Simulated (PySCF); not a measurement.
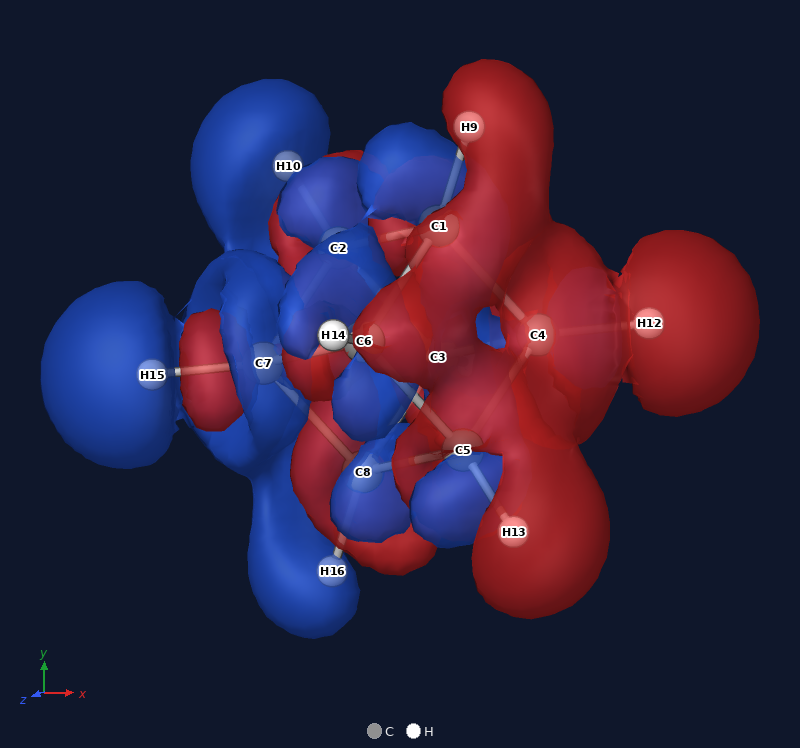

C$_{8}$H$_{8}$, SMILES `C12C3C4C1C5C2C3C45`. Change of the electron density in a uniform field of 0.10 V/Å, surfaces at ±0.0006 e/Å³ (blue: gain, red: loss).

Level of theory: CAM-B3LYP/6-31+G* (PySCF), at a geometry from GFN2-xTB. No frequency check shows the geometry to be a minimum. The basis has diffuse s and p functions alone, which still leaves polarisabilities too small, most of all across bonds.

Along which Cartesian direction does the field point?

Along +x: electrons gather on the −x side, against the field.

How large is the response?

The induced dipole is 0.36 D (along the field); α along this axis, from the fields in both directions, is 70 bohr³ (10.4 Å³).

Which atoms gain and lose the most charge?

Electrons gather most on H15 (Hirshfeld charge changes by −0.004 e) and leave H12 most (+0.004 e); 0.035 electrons are displaced in all.

Cost of the run: 78 s on 1 thread of Arm Neoverse V2, with other jobs on the host, peak memory 0.92 GiB.
